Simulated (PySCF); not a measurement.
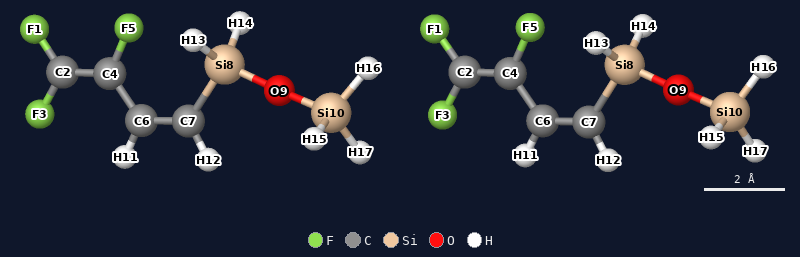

Two geometries of C₄H₇F₃OSi₂, drawn at one scale. One is the start of a relaxation, the other its converged end. Style: ball-and-stick. Shown at a tilt.

Level of theory: PySCF, PBE0-D3(BJ)/def2-SVP geometry optimisation, gas phase. 

Q: Which of the two is the end point?

A: The left one is the relaxed one. The start comes from GFN2-xTB. Its atoms were then displaced at random by about 0.01 Å. After 8 geometry steps the energy has fallen by 7.83 kcal/mol. H17 moves most after the best rigid fit: 0.15 Å. By element the largest moves are H 0.15 Å, F 0.07 Å, C 0.06 Å, Si 0.04 Å, O 0.03 Å. Near-neighbour distances that change, for instance: F1–C2 1.348 → 1.302 Å, C2–C4 1.298 → 1.342 Å, Si10–H15 1.454 → 1.494 Å, Si8–H13 1.462 → 1.492 Å. Bond angles that change, for instance: H13–Si8–H14 115.3° → 110.0°, H16–Si10–H17 113.5° → 109.0°, O9–Si8–H13 104.9° → 108.9°.
